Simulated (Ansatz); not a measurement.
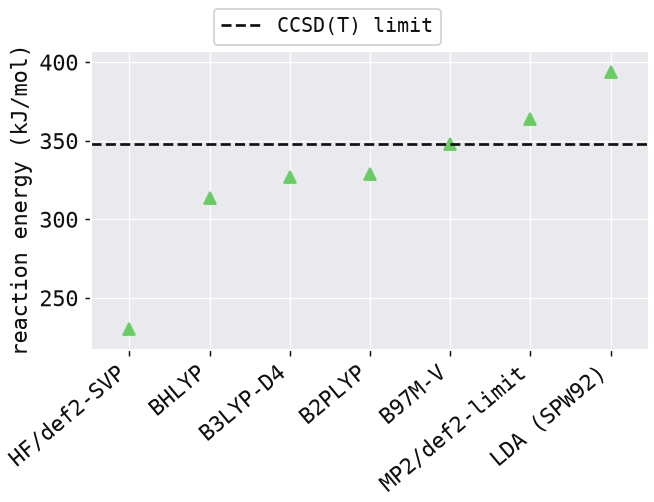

Electronic reaction energy of GeH₄S ([SH][GeH3]) → GeH₃ ([GeH3]) [doublet] + HS ([SH]) [doublet] (SMILES in brackets) at several levels (functionals in def2-TZVPP unless a basis is named), isolated molecules at PBE0-D4 triple-zeta geometries, minima by their frequencies, no zero-point or thermal terms, the Ansatz code 0.2.0. The line is frozen-core CCSD(T) at the basis limit (MP2 extrapolated from triple and quadruple zeta, plus CCSD(T) less MP2 in a smaller set). B2PLYP holds a correlation term that converges slowly with the basis, so part of the distance to the limit is basis error. No dispersion term is added to BHLYP and B2PLYP. The distance of HF/def2-SVP to the limit includes basis error. The limit lies 14.3 kJ/mol from CCSD(T)/def2-TZVPP, so the line itself is uncertain by a part of that.

What do zero-point energy and temperature add?

Answer. Zero-point change −16.2 kJ/mol; at 298.15 K and 1 bar the CCSD(T) limit plus thermal terms gives an enthalpy of reaction of 337.2 and a free energy of 295.2 kJ/mol (harmonic PBE0-D4 modes, ideal gas).

Which level comes closest to the line (CCSD(T) limit), and which misses most?

Answer. Closest B97M-V (348.0 kJ/mol), against 348.3 kJ/mol; farthest HF/def2-SVP (230.1 kJ/mol).

Known limits of this run: no scalar relativity up to krypton; outer-core shells are correlated without core-valence functions, which makes the correlated values less sure.
